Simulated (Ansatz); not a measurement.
A series of calculations on CH$_{6}$Sn and related structures

Part 1: Relaxation

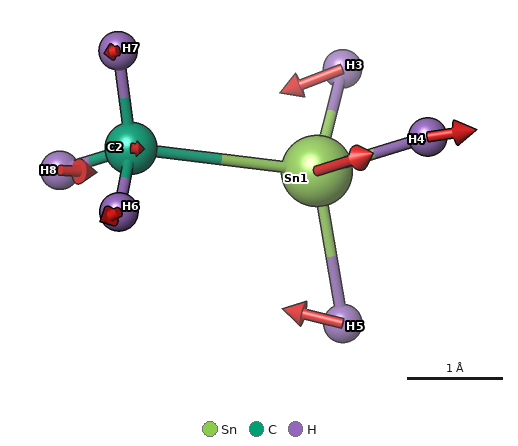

A relaxation of CH₆Sn. The starting structure is drawn; red arrows show the displacements, magnified 30 times. The two geometries are superimposed by the best rigid fit.

The picture is a ball-and-stick view, seen at a tilt.

It is one of the separated reactants of a reaction.

Level of theory: RKS PBE0-D4/def2-TZVP in Ansatz.

Input file:
```yaml
crystal:
  periodic: [false, false, false]
  atoms:
    - {symbol: Sn, position_ang: [-0.762258, -0.729007, -0.636275]}
    - {symbol: C, position_ang: [1.279992, -0.272619, -0.214843]}
    - {symbol: H, position_ang: [-1.144084, -2.338162, -0.214782]}
    - {symbol: H, position_ang: [-1.773932, 0.302292, 0.302995]}
    - {symbol: H, position_ang: [-1.139391, -0.455257, -2.278060]}
    - {symbol: H, position_ang: [1.482564, 0.770602, -0.455895]}
    - {symbol: H, position_ang: [1.484183, -0.435352, 0.843149]}
    - {symbol: H, position_ang: [1.932529, -0.912299, -0.809034]}
basis:
  gaussian: {orbitals: def2-TZVP}
hamiltonian: {xc: pbe0, dispersion: d4}
relax: {f_tol: 0.005, max_steps: 200}
```

Command:
```bash
ansatz run in.yaml --threads 4 --pin off --events-out ev --progress --plain --max-ram 9574MiB
```

### What happened in the run?

Over 2 geometry steps the energy falls by 0.12 kcal/mol. The largest force component goes from 0.26 to 0.0044 eV/Å. The largest move after the best rigid fit is that of Sn1, 0.030 Å. Largest moves by element: Sn 0.030 Å, H 0.024 Å, C 0.005 Å. Near-neighbour distances that change, for instance: Sn1–H4 1.723 → 1.709 Å, Sn1–C2 2.135 → 2.139 Å.

Part 2: Relaxation

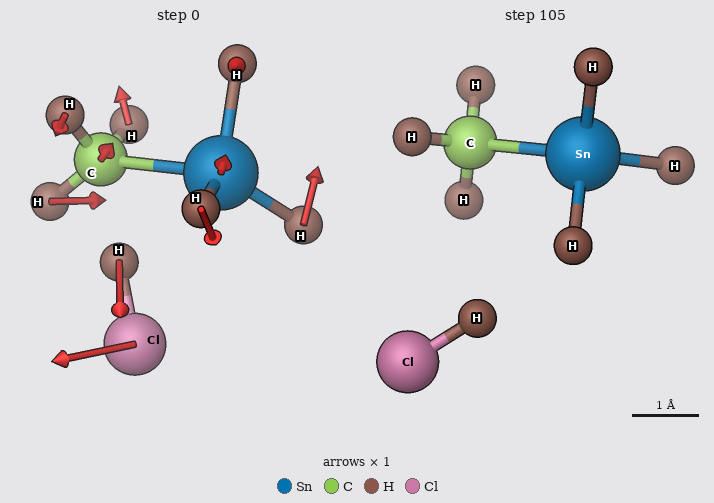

The structure of CH₇ClSn (started from a transition state, displaced along its imaginary mode) before (left) and after (right) a relaxation, at one scale. The red arrows give the displacements, at their true length.

A ball-and-stick model, seen at a tilt.

The calculation used RKS PBE0-D4/def2-TZVP (Ansatz 0.2.0). (force threshold 0.005 eV/Å; at most 200 steps)

Q: Summarise the run.

A: The largest move after the best rigid fit is that of an H atom, 1.61 Å. Largest moves by element: H 1.61 Å, Cl 1.55 Å, C 0.45 Å, Sn 0.43 Å. Near-neighbour distances that change, for instance: C–H 1.639 → 3.374 Å, Cl–Sn 3.005 → 4.209 Å, H–Sn 2.257 → 3.102 Å, C–Sn 2.221 → 2.135 Å. Among the angles between lasting bonds that change: Sn–C–H 138.9° → 109.8°, C–Sn–H 91.7° → 111.5°, Sn–C–H 98.4° → 109.8°. After 83 accepted moves (105 points after the start) the energy has fallen by 21.3 kcal/mol. Largest force component: 1.6 eV/Å at the start, 0.0033 eV/Å at the end. The line search rejected the trial steps at points 12, 17, 20, 27, 29, 36, 39, 42 and more of the run. The forces were under the threshold at step 86, but the run went on from there. Cost: 7 min on 4 threads of Intel Xeon @ 2.50GHz (shared host).

Part 3: Reaction

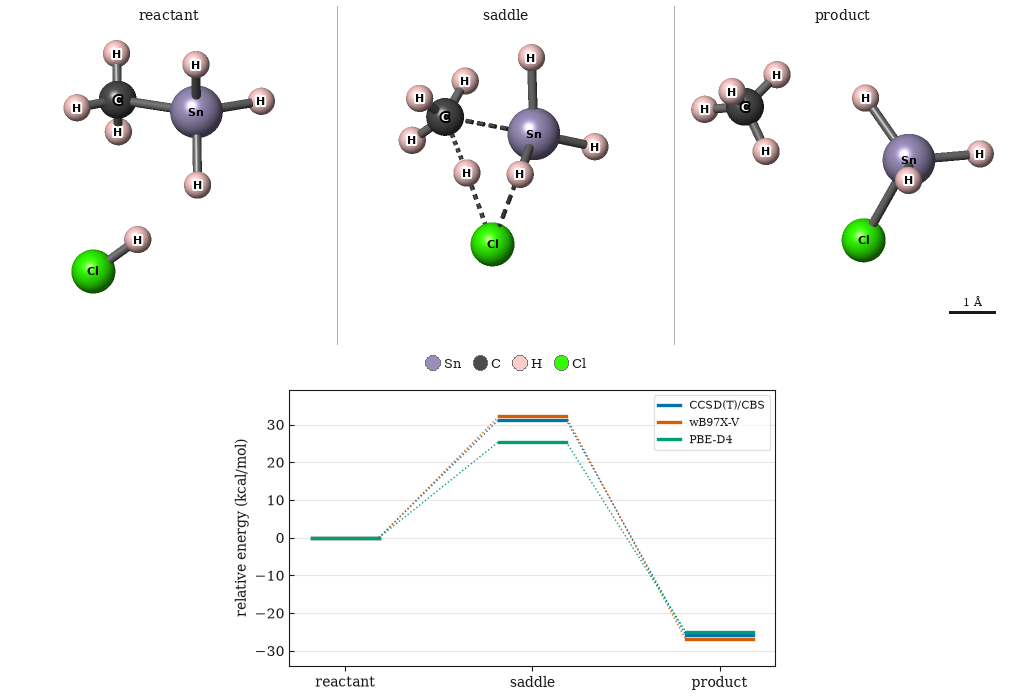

A reaction step of CH7ClSn, with its energy diagram. The picture is a ball-and-stick view, seen at a tilt. Dashed sticks mark bonds that form or break.

Stationary points at PBE0-D4/def2-TZVP, single-point energies with CCSD(T)/CBS, wB97X-V, PBE-D4 (def2-TZVPP where no basis is named; Ansatz 0.2.0). The energies are electronic, without zero-point or thermal terms, and both ends are the relaxed geometries reached downhill from the saddle, with any fragments still in contact. CCSD(T)/CBS stands for a frozen-core estimate: MP2 correlation extrapolated from def2-TZVPP and def2-QZVPP, CCSD(T) minus MP2 from the smaller set. Elements past krypton carry the basis set's effective core potentials.

Question: What happens, and what does it cost?

Answer: Counted by bonded pieces, the reactant holds CH₆Sn + HCl and the product holds CH₄ + SnH₃Cl. From the reactant over the saddle to the product, bonds form: Cl–Sn (4.21 → 2.89 → 2.34 Å), C–H (3.37 → 1.33 → 1.09 Å). Bonds break: C–Sn (2.13 → 2.36 → 4.39 Å), Cl–H (1.29 → 1.67 → 3.07 Å). The saddle has one imaginary mode, 954i cm⁻¹. The end the product keeps a soft imaginary mode of 34i cm⁻¹, so it isn't quite a minimum. With CCSD(T)/CBS the barrier is 31.3 kcal/mol from the reactant and 57.1 kcal/mol from the product, and the product lies 25.8 kcal/mol below the reactant.

```tsv
level	barrier from the reactant (kcal/mol)	barrier from the product (kcal/mol)	the product less the reactant (kcal/mol)
CCSD(T)/CBS	31.3	57.1	−25.8
wB97X-V	32.1	59.1	−27.0
PBE-D4	25.4	50.4	−25.0
```

Against CCSD(T)/CBS, wB97X-V comes closest on the barrier from the reactant (+0.9 kcal/mol) and PBE-D4 misses most (−5.8 kcal/mol).
